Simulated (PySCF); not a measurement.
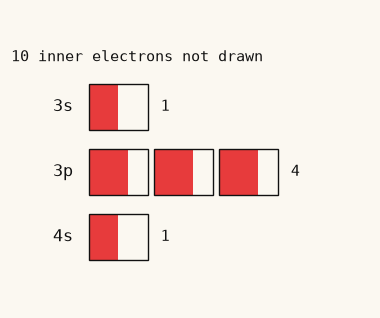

**Figure 1.** The outer shells of the nominal configuration: a box for each of the 2l + 1 orbitals, shaded by the share of the shell that is filled, with the electron count at the right.

# Run report: Ar²⁺, atomic calculation

System: Ar²⁺, configuration 1s2 2s2 2p6 3s1 3p4 4s1, multiplicity 5.
Method: unrestricted CCSD(T), x2c-TZVPPall plus 1 even-tempered diffuse shell per l, spin-free X2C-1e, Gaussian nucleus (PySCF).

## The input
```python
from pyscf import gto, scf, dft, mp, cc
import basis_set_exchange as bse
mol = gto.M(atom="Ar 0 0 0", charge=2, spin=4, symmetry="D2h",
            basis=gto.basis.parse(bse.get_basis("x2c-TZVPPall", elements=["Ar"], fmt="nwchem", augment_diffuse=1)),
            nucmod="G")
mf = scf.UHF(mol).sfx2c1e()
mf.irrep_nelec = {'Ag': (4, 2), 'B1u': (2, 1), 'B2u': (2, 2), 'B3u': (2, 1)}
mf.kernel()
mycc = cc.CCSD(mf, frozen=1).run()
mycc.ccsd_t()
```

The script is an equivalent of what the driver set up; the driver started from orbitals of its own, so the log can be shorter than this script's would be, and it computed the properties (radii, ⟨L²⟩, response) afterwards. It held the occupations shell by shell, which the script's counts by irreducible representation don't always enforce.

Hardware: 1 CPU thread, shared host.

## Output (extracts)
```
CC2 = 0
CCSD nocc = (np.int64(9), np.int64(5)), nmo = (50, 50)
frozen orbitals [[0], [0]]
max_cycle = 100
direct = 0
conv_tol = 1e-08
conv_tol_normt = 1e-06
diis_space = 8
diis_start_cycle = 0
Init t2, MP2 energy = -0.294875195259004
Init E_corr(UCCSD) = -0.294875195310825
cycle = 1  E_corr(UCCSD) = -0.324780789714088  dE = -0.0299055944  norm(t1,t2) = 0.289826
cycle = 2  E_corr(UCCSD) = -0.351598885114464  dE = -0.0268180954  norm(t1,t2) = 0.562741
cycle = 3  E_corr(UCCSD) = -0.309395092075776  dE = 0.042203793  norm(t1,t2) = 1.06782
cycle = 4  E_corr(UCCSD) = -0.325804321498941  dE = -0.0164092294  norm(t1,t2) = 0.131812
cycle = 5  E_corr(UCCSD) = -0.327063847591555  dE = -0.00125952609  norm(t1,t2) = 0.140314
cycle = 6  E_corr(UCCSD) = -0.327004351580437  dE = 5.94960111e-05  norm(t1,t2) = 0.0398988
cycle = 7  E_corr(UCCSD) = -0.325858492423727  dE = 0.00114585916  norm(t1,t2) = 0.037048
cycle = 8  E_corr(UCCSD) = -0.326362397670171  dE = -0.000503905246  norm(t1,t2) = 0.0317909
cycle = 9  E_corr(UCCSD) = -0.327104486720665  dE = -0.00074208905  norm(t1,t2) = 0.0413495
cycle = 10  E_corr(UCCSD) = -0.327252518102561  dE = -0.000148031382  norm(t1,t2) = 0.0242418
cycle = 11  E_corr(UCCSD) = -0.327295467422415  dE = -4.29493199e-05  norm(t1,t2) = 0.0259805
cycle = 12  E_corr(UCCSD) = -0.327800215634998  dE = -0.000504748213  norm(t1,t2) = 0.00750235
cycle = 13  E_corr(UCCSD) = -0.327757015611445  dE = 4.32000236e-05  norm(t1,t2) = 0.0023159
cycle = 14  E_corr(UCCSD) = -0.327751683344488  dE = 5.33226696e-06  norm(t1,t2) = 0.00739307
cycle = 15  E_corr(UCCSD) = -0.327771895600701  dE = -2.02122562e-05  norm(t1,t2) = 0.00126985
cycle = 16  E_corr(UCCSD) = -0.327754184090238  dE = 1.77115105e-05  norm(t1,t2) = 0.00328859
cycle = 17  E_corr(UCCSD) = -0.32774788361247  dE = 6.30047777e-06  norm(t1,t2) = 0.00114852
cycle = 18  E_corr(UCCSD) = -0.327760270318277  dE = -1.23867058e-05  norm(t1,t2) = 0.00129075
cycle = 19  E_corr(UCCSD) = -0.32774840082845  dE = 1.18694898e-05  norm(t1,t2) = 0.0012112
cycle = 20  E_corr(UCCSD) = -0.327757410154245  dE = -9.0093258e-06  norm(t1,t2) = 0.00158343
cycle = 21  E_corr(UCCSD) = -0.327736265856153  dE = 2.11442981e-05  norm(t1,t2) = 0.00147639
cycle = 22  E_corr(UCCSD) = -0.327740737557538  dE = -4.47170138e-06  norm(t1,t2) = 0.000965566
cycle = 23  E_corr(UCCSD) = -0.327740108705863  dE = 6.28851676e-07  norm(t1,t2) = 0.00128685
cycle = 24  E_corr(UCCSD) = -0.32778171434395  dE = -4.16056381e-05  norm(t1,t2) = 0.000974871
cycle = 25  E_corr(UCCSD) = -0.327774340714599  dE = 7.37362935e-06  norm(t1,t2) = 0.00143829
cycle = 26  E_corr(UCCSD) = -0.327802350455924  dE = -2.80097413e-05  norm(t1,t2) = 0.000696088
cycle = 27  E_corr(UCCSD) = -0.327806687711362  dE = -4.33725544e-06  norm(t1,t2) = 0.000874334
cycle = 28  E_corr(UCCSD) = -0.327805943475013  dE = 7.44236349e-07  norm(t1,t2) = 0.000837841
cycle = 29  E_corr(UCCSD) = -0.327805048584883  dE = 8.9489013e-07  norm(t1,t2) = 0.000872329
cycle = 30  E_corr(UCCSD) = -0.327816014257408  dE = -1.09656725e-05  norm(t1,t2) = 0.000871566
cycle = 31  E_corr(UCCSD) = -0.327809434269322  dE = 6.57998809e-06  norm(t1,t2) = 0.000874465
cycle = 32  E_corr(UCCSD) = -0.327803963905599  dE = 5.47036372e-06  norm(t1,t2) = 0.000995627
cycle = 33  E_corr(UCCSD) = -0.32783137163311  dE = -2.74077275e-05  norm(t1,t2) = 0.00140073
cycle = 34  E_corr(UCCSD) = -0.327843209507462  dE = -1.18378744e-05  norm(t1,t2) = 0.000510799
cycle = 35  E_corr(UCCSD) = -0.327848592740114  dE = -5.38323265e-06  norm(t1,t2) = 0.000944243
cycle = 36  E_corr(UCCSD) = -0.327842348618639  dE = 6.24412147e-06  norm(t1,t2) = 0.000570345
cycle = 37  E_corr(UCCSD) = -0.327843573379274  dE = -1.22476063e-06  norm(t1,t2) = 0.000196851
cycle = 38  E_corr(UCCSD) = -0.327842865209439  dE = 7.08169835e-07  norm(t1,t2) = 0.00023195
cycle = 39  E_corr(UCCSD) = -0.327844777563972  dE = -1.91235453e-06  norm(t1,t2) = 0.000610755
cycle = 40  E_corr(UCCSD) = -0.327845993452281  dE = -1.21588831e-06  norm(t1,t2) = 0.000173634
cycle = 41  E_corr(UCCSD) = -0.327846627148053  dE = -6.33695772e-07  norm(t1,t2) = 0.000162721
cycle = 42  E_corr(UCCSD) = -0.327850291625563  dE = -3.66447751e-06  norm(t1,t2) = 0.000195433
cycle = 43  E_corr(UCCSD) = -0.327852816456209  dE = -2.52483065e-06  norm(t1,t2) = 0.000192732
cycle = 44  E_corr(UCCSD) = -0.327847293020784  dE = 5.52343542e-06  norm(t1,t2) = 0.000155966
cycle = 45  E_corr(UCCSD) = -0.327851078637072  dE = -3.78561629e-06  norm(t1,t2) = 0.000313429
cycle = 46  E_corr(UCCSD) = -0.327852945925246  dE = -1.86728817e-06  norm(t1,t2) = 0.000182918
cycle = 47  E_corr(UCCSD) = -0.327850646644583  dE = 2.29928066e-06  norm(t1,t2) = 0.000126595
cycle = 48  E_corr(UCCSD) = -0.327850651779336  dE = -5.13475262e-09  norm(t1,t2) = 0.000174221
cycle = 49  E_corr(UCCSD) = -0.327851999230871  dE = -1.34745154e-06  norm(t1,t2) = 0.000147534
cycle = 50  E_corr(UCCSD) = -0.327851411033308  dE = 5.88197563e-07  norm(t1,t2) = 0.000133086
cycle = 51  E_corr(UCCSD) = -0.327852273081464  dE = -8.62048156e-07  norm(t1,t2) = 0.000144737
cycle = 52  E_corr(UCCSD) = -0.327852553188824  dE = -2.8010736e-07  norm(t1,t2) = 0.000171549
cycle = 53  E_corr(UCCSD) = -0.327850611664799  dE = 1.94152403e-06  norm(t1,t2) = 0.000113892
cycle = 54  E_corr(UCCSD) = -0.327851052229335  dE = -4.40564537e-07  norm(t1,t2) = 0.000232236
cycle = 55  E_corr(UCCSD) = -0.327850991994449  dE = 6.02348864e-08  norm(t1,t2) = 0.000111137
cycle = 56  E_corr(UCCSD) = -0.327849933478195  dE = 1.05851625e-06  norm(t1,t2) = 0.000114243
cycle = 57  E_corr(UCCSD) = -0.327848307995711  dE = 1.62548248e-06  norm(t1,t2) = 0.000126056
cycle = 58  E_corr(UCCSD) = -0.327849566769673  dE = -1.25877396e-06  norm(t1,t2) = 0.000158502
cycle = 59  E_corr(UCCSD) = -0.327849813603538  dE = -2.46833865e-07  norm(t1,t2) = 0.00020297
cycle = 60  E_corr(UCCSD) = -0.327850730353057  dE = -9.16749519e-07  norm(t1,t2) = 0.000198091
cycle = 61  E_corr(UCCSD) = -0.327850337521407  dE = 3.92831651e-07  norm(t1,t2) = 0.000179184
cycle = 62  E_corr(UCCSD) = -0.327850824463287  dE = -4.86941881e-07  norm(t1,t2) = 0.000222572
cycle = 63  E_corr(UCCSD) = -0.327849407238778  dE = 1.41722451e-06  norm(t1,t2) = 0.000100343
cycle = 64  E_corr(UCCSD) = -0.327849142371087  dE = 2.6486769e-07  norm(t1,t2) = 0.000139966
cycle = 65  E_corr(UCCSD) = -0.327850848484691  dE = -1.7061136e-06  norm(t1,t2) = 0.00014436
cycle = 66  E_corr(UCCSD) = -0.327850283576349  dE = 5.64908342e-07  norm(t1,t2) = 0.00010667
cycle = 67  E_corr(UCCSD) = -0.327850804264124  dE = -5.20687775e-07  norm(t1,t2) = 0.000128647
cycle = 68  E_corr(UCCSD) = -0.327850842822725  dE = -3.85586007e-08  norm(t1,t2) = 0.000105232
cycle = 69  E_corr(UCCSD) = -0.327850914911194  dE = -7.20884689e-08  norm(t1,t2) = 9.91932e-05
cycle = 70  E_corr(UCCSD) = -0.327849956754769  dE = 9.58156424e-07  norm(t1,t2) = 0.00010344
cycle = 71  E_corr(UCCSD) = -0.327850398592039  dE = -4.4183727e-07  norm(t1,t2) = 0.000126593
cycle = 72  E_corr(UCCSD) = -0.327849983658973  dE = 4.14933066e-07  norm(t1,t2) = 0.000104445
cycle = 73  E_corr(UCCSD) = -0.327849613767226  dE = 3.69891748e-07  norm(t1,t2) = 0.000138054
cycle = 74  E_corr(UCCSD) = -0.327850133226009  dE = -5.19458784e-07  norm(t1,t2) = 0.000122926
cycle = 75  E_corr(UCCSD) = -0.327849478381546  dE = 6.54844464e-07  norm(t1,t2) = 0.000133452
cycle = 76  E_corr(UCCSD) = -0.327849232607011  dE = 2.45774535e-07  norm(t1,t2) = 0.000103136
cycle = 77  E_corr(UCCSD) = -0.327849415294292  dE = -1.82687281e-07  norm(t1,t2) = 0.000107016
cycle = 78  E_corr(UCCSD) = -0.327849504340697  dE = -8.90464052e-08  norm(t1,t2) = 0.000110415
cycle = 79  E_corr(UCCSD) = -0.327848576797835  dE = 9.27542863e-07  norm(t1,t2) = 0.000148095
cycle = 80  E_corr(UCCSD) = -0.327847132123094  dE = 1.44467474e-06  norm(t1,t2) = 0.000262025
cycle = 81  E_corr(UCCSD) = -0.327848519971592  dE = -1.3878485e-06  norm(t1,t2) = 0.000174801
cycle = 82  E_corr(UCCSD) = -0.327848362661025  dE = 1.57310567e-07  norm(t1,t2) = 9.15142e-05
cycle = 83  E_corr(UCCSD) = -0.327845651377667  dE = 2.71128336e-06  norm(t1,t2) = 0.000146743
cycle = 84  E_corr(UCCSD) = -0.327846307407129  dE = -6.56029462e-07  norm(t1,t2) = 0.000123356
cycle = 85  E_corr(UCCSD) = -0.327846433148486  dE = -1.25741357e-07  norm(t1,t2) = 0.000132912
cycle = 86  E_corr(UCCSD) = -0.327847353941752  dE = -9.20793266e-07  norm(t1,t2) = 0.000113556
cycle = 87  E_corr(UCCSD) = -0.327846159728829  dE = 1.19421292e-06  norm(t1,t2) = 0.00012241
cycle = 88  E_corr(UCCSD) = -0.327843057727654  dE = 3.10200117e-06  norm(t1,t2) = 0.000123978
cycle = 89  E_corr(UCCSD) = -0.327842491922214  dE = 5.6580544e-07  norm(t1,t2) = 9.15377e-05
cycle = 90  E_corr(UCCSD) = -0.327845123583347  dE = -2.63166113e-06  norm(t1,t2) = 0.000201536
cycle = 91  E_corr(UCCSD) = -0.327843981373967  dE = 1.14220938e-06  norm(t1,t2) = 0.000184794
cycle = 92  E_corr(UCCSD) = -0.327844661141065  dE = -6.79767098e-07  norm(t1,t2) = 0.000110388
cycle = 93  E_corr
```

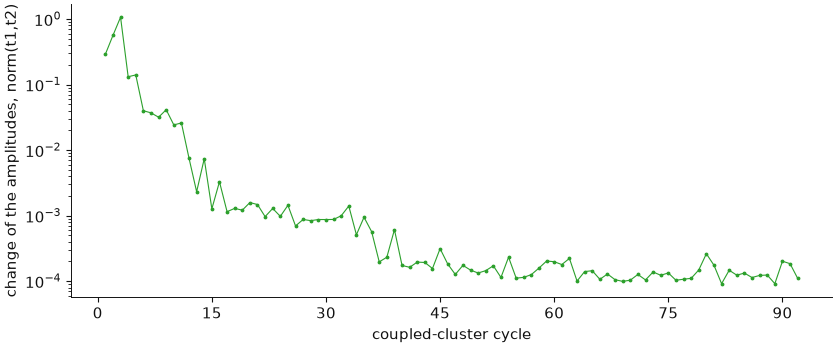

**Figure 2.** Convergence: change of the amplitudes, norm(t1,t2) against the coupled-cluster cycle. The residual stalls around 10⁻⁴ from about step 37 on. It goes from 0.29 to 0.00011 in 92 steps.

## What the run reported

- outcome: not converged
- CCSD correlation: −0.327844 hartree
- T1 diagnostic: 0.008
- CPU time: 17 s (integrals apart)

## Diagnosis

The run did not meet its convergence test, so its last values are not results. This is not the ground configuration of the species. To bear in mind: largest double amplitude above 0.15.
